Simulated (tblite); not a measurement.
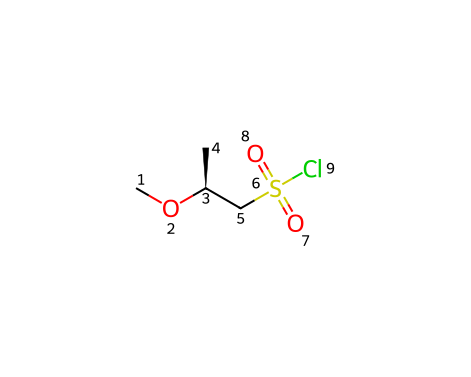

Skeletal drawing with numbered atoms; wedges and dashes mark any stereocentres. The configuration is that of a computed structure (GFN2-xTB).

Give the R/S and E/Z labels.

C3: S.
